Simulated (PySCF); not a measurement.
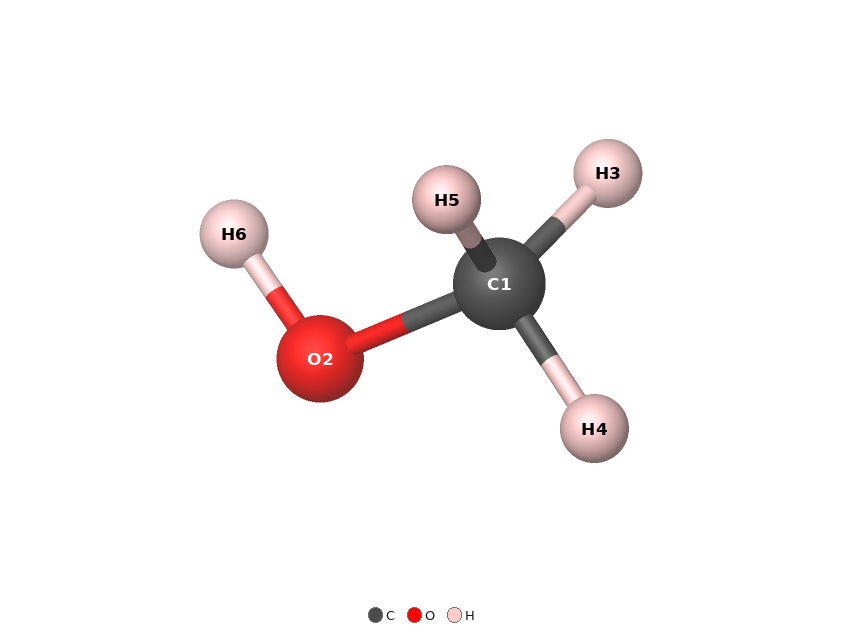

The geometry was computed by an optimisation with PBE0-D3(BJ)/def2-TZVP. No frequency run is at hand to confirm it as a minimum. Properties computed with B3LYP/pcJ-2 indirect spin-spin coupling, non-relativistic, gas phase (PySCF 2.14.0). Isotopes: 13C, 1H, 17O.

Give the spin–spin coupling constants of these pairs, with the number of bonds between them: C1/H5, C1/O2, C1/H3, C1/H4, O2/H6, C1/H6, O2/H5, O2/H3, H3/H4, H4/H5, H3/H6, H5/H6.

```
  pair  bonds apart  J (Hz)
C1, H5            1   142.5
C1, O2            1    19.3
C1, H3            1   142.5
C1, H4            1   147.4
O2, H6            1   −75.0
C1, H6            2    −2.6
O2, H5            2    −2.7
O2, H3            2    −2.7
H3, H4            2   −12.8
H4, H5            2   −12.8
H3, H6            3     1.8
H5, H6            3     1.8
```
